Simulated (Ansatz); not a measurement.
The reference is SrO in the rock salt structure (space group Fm-3m, No. 225; a = 5.195 Å).

Structures relaxed with PBE/PAW in Ansatz (a quantum-chemistry and plane-wave program), scalar-relativistic without spin-orbit coupling.

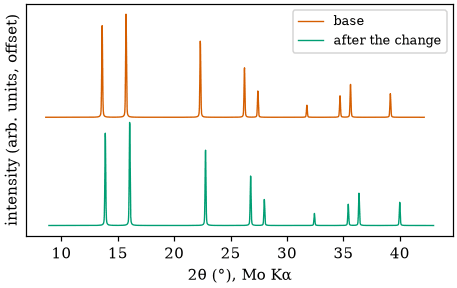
Figure. Simulated powder patterns before (top) and after one change

Task: Which of these changes matches the shifts?
A. isotropic strain +0.50 %
B. isotropic strain −2.00 %
C. isotropic strain +1.00 %
D. isotropic strain +1.50 %

Result: B, isotropic strain −2.00 %. Its volume per atom is 16.49 Å³ against 17.52 Å³, and its space group is Fm-3m (No. 225).

Stability against distortions was not tested.
